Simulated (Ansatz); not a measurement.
# Ligand exchange: GeH2(CH3)2 + AlI3 → GeH2(CH3)I + Al(CH3)I2

Species: GeH2(CH3)2, singlet; AlI3 (aluminum iodide) `[I][Al]([I])[I]`, singlet; GeH2(CH3)I, singlet; Al(CH3)I2, singlet. The partners trade CH3 for I: Ge–CH3 and Al–I bonds give way to Ge–I and Al–CH3.

Shapes, held fixed at every level: PBE0-D4/def2-TZVP. Programs: Ansatz 0.2.0. Electronic energies: no zero-point or thermal term.

```tsv
level	kind	ΔE (kJ/mol)	less CCSD(T)/def2-TZVPP
HF/def2-SVP	Hartree–Fock	+32.8	-7.4
HF/def2-TZVPP	Hartree–Fock	+31.4	-8.8
r2SCAN-D4/def2-TZVPP	meta-GGA	+32.8	-7.4
r2SCAN0-D4/def2-TZVPP	global hybrid	+33.9	-6.3
wB97X-V/def2-TZVPP	range-separated hybrid	+33.0	-7.2
CCSD/def2-SVP	coupled cluster or CI	+38.5	-1.7
CCSD(T)/def2-TZVPP	coupled cluster or CI	+40.2	0.0
```

The highest level, CCSD(T)/def2-TZVPP, gives ΔE = +40.2 kJ/mol; the levels span +31.4 to +40.2. The column of differences is taken from that level and isn't an error. No measured value is set beside it here. For atoms past krypton def2 sets carry core potentials with scalar relativity. Relativity is left out for Ge. Outer-core shells of Ge, I are correlated, in sets that cover them unevenly.

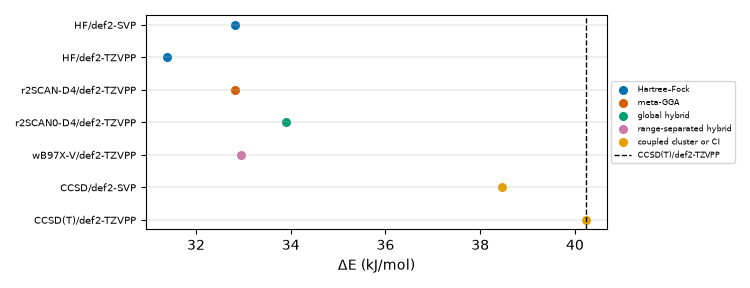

The values of the table, level by level.
